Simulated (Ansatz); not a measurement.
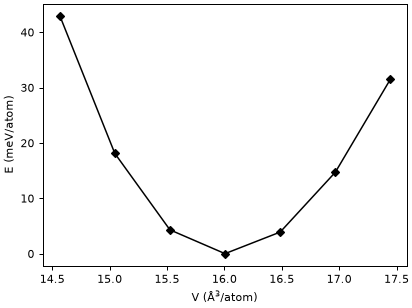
YHSe in space group P-6m2 (No. 187; Y on 1a, H on 1c, Se on 1f) under volume change, plane-wave PAW PBEsol (Ansatz code), shape and atoms relaxed at each volume.

### Question
What does a third-order Birch–Murnaghan fit give for V₀, B₀ and B′?

### Answer
V₀ = 16.01 Å³/atom, B₀ = 90.3 GPa, B′ = 4.1.

The workflow started from a Materials Project entry (that database holds measured and hypothetical structures alike); the Crystallography Open Database copy checked does not list it. Its standing as an ambient phase is unchecked. The PBEsol relaxation kept the symmetry of its start; its stability against distortions is not shown here. The run is not spin-polarised.

Potentials: the later of the program's two PAW sets.
